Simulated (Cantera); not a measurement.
A closed system holds: 1 mol CHF₃, 0.36 mol H₂, equilibrated at 2127 °C.

These are equilibrium values from Cantera (NASA tables, ideal gas, pure condensed phases), not measurements of a reactor. Candidate condensed phases: C, C₆H₆, C₇H₈, C₈H₁₈; 95 gas species. The tables' values for C₂F₄ are old estimates; treat these amounts as uncertain. Gases not in the tables: C₂F₆ and larger saturated fluorocarbons. Rates play no part.

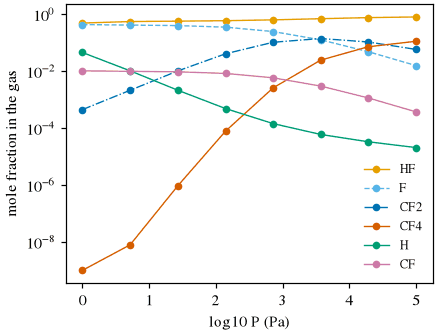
*Equilibrium gas composition (values under 1e-9 drawn at 1e-9)*

From 1.00e-5 bar to 1.00 bar the condensed part is C(graphite). The main C-bearing gas is C₃ at 1.00e-5 bar and CF₄ at 1.00 bar. The share of C in condensed phases is highest at 5.20e-5 bar (94.3 %) and lowest at 0.0370 bar (57.7 %).
